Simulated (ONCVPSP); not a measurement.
Pseudopotential generation, with input and output: Te

- system: tellurium (Te, Z = 52), core [Kr] 4d10, reference valence 5s2 5p4, valence charge 6.
- method: ONCV potential, PBE, scalar-relativistic, made with ONCVPSP 4.0.1

## Input
```
# ATOM AND REFERENCE CONFIGURATION
# atsym  z   nc   nv     iexc    psfile
  Te 52.00    9    2        4      upf
#
#   n    l    f
    1    0    2.00
    2    0    2.00
    2    1    6.00
    3    0    2.00
    3    1    6.00
    3    2   10.00
    4    0    2.00
    4    1    6.00
    4    2   10.00
    5    0    2.00
    5    1    4.00
#
# PSEUDOPOTENTIAL AND OPTIMIZATION
# lmax
    2
#
#   l,   rc,      ep,       ncon, nbas, qcut
    0    1.95    0.00    4    7    3.20
    1    1.80    0.00    4    7    5.10
    2    1.50    0.17    4    7    6.80
#
# LOCAL POTENTIAL
# lloc, lpopt,  rc(5),   dvloc0
    4    1    1.05    0.00
#
# VANDERBILT-KLEINMAN-BYLANDER PROJECTORs
# l, nproj, debl
    0    2    3.30
    1    2    0.70
    2    2    2.80
#
# MODEL CORE CHARGE
# icmod, fcfact, rcfact
    3    2.75    1.25
#
# LOG DERIVATIVE ANALYSIS
# epsh1, epsh2, depsh
   -2.00    5.00    0.02
#
# OUTPUT GRID
# rlmax, drl
    6.00    0.01
#
# TEST CONFIGURATIONS
# ncnf
    4
# nvcnf
#   n    l    f
    2
    5    0    2.00
    5    1    3.00
#
    2
    5    0    2.00
    5    1    2.00
#
    2
    5    0    2.00
    5    1    1.00
#
    2
    5    0    1.00
    5    1    5.00
#
```

Command:
```bash
oncvpsp.x < Te.dat > Te.out
```

## The program's output (extracts)
```
ONCVPSP  (Optimized Norm-Conservinng Vanderbilt PSeudopotential)
scalar-relativistic version 4.0.1

#   n    l    f        energy (Ha)
    1    0    2.00    -1.1623554E+03
    2    0    2.00    -1.7824669E+02
    2    1    6.00    -1.6000618E+02
    3    0    2.00    -3.5471808E+01
    3    1    6.00    -2.9543182E+01
    3    2   10.00    -2.0581524E+01
    4    0    2.00    -6.0411404E+00
    4    1    6.00    -4.2044566E+00
    4    2   10.00    -1.5307180E+00
    5    0    2.00    -5.5523108E-01
    5    1    4.00    -2.1877984E-01

Reference configufation results
  iterations    25
  all-electron total energy (Ha)   -6.79448158D+03

Begin loop to  construct optimized pseudo wave functions
and semi-local pseudopoentials for all angular momenta

   Wellstate for l =  0  n =  7
     eigenvalue =   2.7448
     asymptotic potential =   3.2448
     half-point radius =  3.4293

Calculating optimized projector #   1

 for l=   0

    Fraction of norm inside rc  0.470807
    Optimizing pswf for qcut=   3.20 a_B^-1,  ecut=   5.11 Ha
    Residual kinetic energy error=  1.02D-02 Ha

    Energy error per electron        Cutoff
         Ha          eV             Ha
         0.01000     0.27211        5.21
         0.00100     0.02721       22.99
         0.00010     0.00272       30.67
         0.00001     0.00027       35.71

Calculating optimized projector #   2

 for l=   0

    Fraction of norm inside rc  0.112106
    Optimizing pswf for qcut=   3.20 a_B^-1,  ecut=   5.11 Ha
    Residual kinetic energy error=  1.75D-01 Ha

    Energy error per electron        Cutoff
         Ha          eV             Ha
         0.01000     0.27211       12.74
         0.00100     0.02721       30.46
         0.00010     0.00272       38.03
         0.00001     0.00027       42.75

   Wellstate for l =  1  n =  6
     eigenvalue =   0.4812
     asymptotic potential =   0.9812
     half-point radius =  5.2874

Calculating optimized projector #   1

 for l=   1

    Fraction of norm inside rc  0.185693
    Optimizing pswf for qcut=   5.10 a_B^-1,  ecut=  13.01 Ha
    Residual kinetic energy error=  3.13D-04 Ha

    Energy error per electron        Cutoff
         Ha          eV             Ha
         0.01000     0.27211        2.77
         0.00100     0.02721        7.10
         0.00010     0.00272       37.06
         0.00001     0.00027       47.85

Calculating optimized projector #   2

 for l=   1

    Fraction of norm inside rc  0.114522
    Optimizing pswf for qcut=   5.10 a_B^-1,  ecut=  13.01 Ha
    Residual kinetic energy error=  6.86D-04 Ha

    Energy error per electron        Cutoff
         Ha          eV             Ha
         0.01000     0.27211        6.63
         0.00100     0.02721       11.94
         0.00010     0.00272       50.38
         0.00001     0.00027       63.84

   Wellstate for l =  2  n =  5
     eigenvalue =   0.1700
     asymptotic potential =   0.6700
     half-point radius =  6.9868

   Wellstate for l =  2  n =  6
     eigenvalue =   2.9700
     asymptotic potential =   3.4700
     half-point radius =  2.8065

Calculating optimized projector #   1

 for l=   2

    Fraction of norm inside rc  0.023233
    Optimizing pswf for qcut=   6.81 a_B^-1,  ecut=  23.19 Ha
    Residual kinetic energy error=  2.79D-02 Ha
 ERROR pspot:  first pseudo wave function has node,          program will stop
 ERROR pspot: try changing psp parameters for this l
```

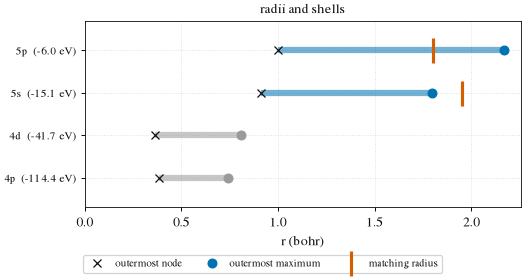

Outer shells of the all-electron reference atom: each bar runs from the outermost node (or the nucleus) to the outermost maximum of u(r); the tick is the radius chosen for the pseudo-wave. Shells without a tick have no pseudo-wave of their own. Levels, nodes and maxima are from ld1.x, scalar-relativistic.

- Radii against the shells: 5s: 1.95 bohr, outside the maximum; 5p: 1.80 bohr, between node and maximum.

## Outcome

```tsv
quantity	value
outcome	ended with an error
hardware	1 CPU thread, shared host
wall time	1.3 s
```

## Diagnosis

The generator stopped with the message “ERROR pspot: first pseudo wave function has node, program will stop”. In words: the optimised pseudo-wave of the first projector has a node, so the radial equation cannot be inverted for a potential. It was at work on the d channel when it stopped.
